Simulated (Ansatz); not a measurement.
The calculation's input:

```
crystal:
  periodic: [false, false, false]
  atoms:
    - { symbol: Zr, position_ang: [0.0, 0.0, 0.0] }
    - { symbol: Cl, position_ang: [0.0, 0.0, 2.87] }
    - { symbol: F, position_ang: [1.8671, 0.0, -0.6593] }
    - { symbol: "N", position_ang: [-1.0409, 1.8034, -0.7359] }
    - { symbol: H, position_ang: [-2.061, 1.7482, -1.0186] }
    - { symbol: H, position_ang: [-0.5204, 2.7241, -0.8065] }
    - { symbol: "N", position_ang: [-1.0409, -1.8034, -0.7359] }
    - { symbol: H, position_ang: [-1.5759, -2.4197, -0.0595] }
    - { symbol: H, position_ang: [-1.0055, -2.0526, -1.7656] }
    - { symbol: H, position_ang: [-2.0403, 0.0, 0.6779] }
    - { symbol: H, position_ang: [-1.6936, 0.0, 1.7104] }
basis:
  gaussian: { orbitals: def2-SVP }
hamiltonian:
  xc: hf
relax:
  f_tol: 0.15
  max_steps: 25
  restrain:
    - { distance: [0, 9], at: 1.85, k: 30.0 }
    - { distance: [10, 1], at: 1.37, k: 30.0 }
    - { distance: [0, 1], at: 3.72, k: 30.0 }
    - { distance: [10, 9], at: 1.86, k: 30.0 }
output:
  orbitals: {}
```

Launched as:

```sh
ansatz run input.yaml --threads 2 --pin off --max-ram 3072MiB --backend cpu --events-out ev --progress --plain --runs-dir out
```

The fields are those of the run's last geometry, not of the input's.

Core potentials replace the inner electrons of Zr; not at a stationary point (largest force 1.4 eV/Å).

These are results of RHF/def2-SVP in Ansatz 0.2.0, not measurements.

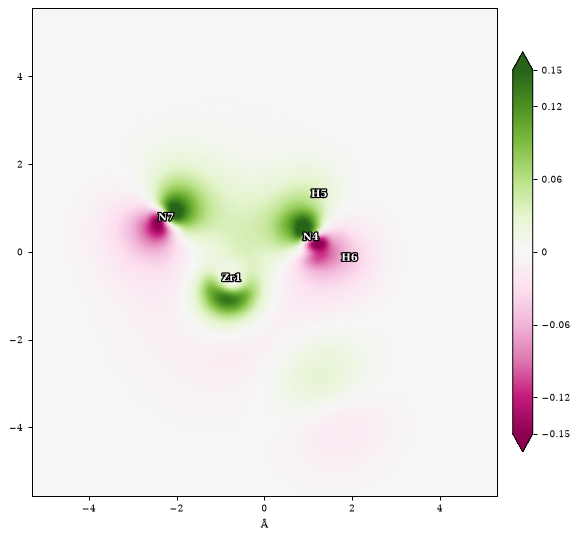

FH5N2Zr···HCl. The HOMO on the plane of atoms N4, Zr1 and N7 (values in Å⁻³ᐟ²; the overall sign is arbitrary).

### Where does this orbital lie, and at what energy?

Its weight (Hirshfeld) is mainly on N4 (about 55 %), Zr1 (about 20 %) and H10 (about 10 %). Its energy is −11.08 eV.
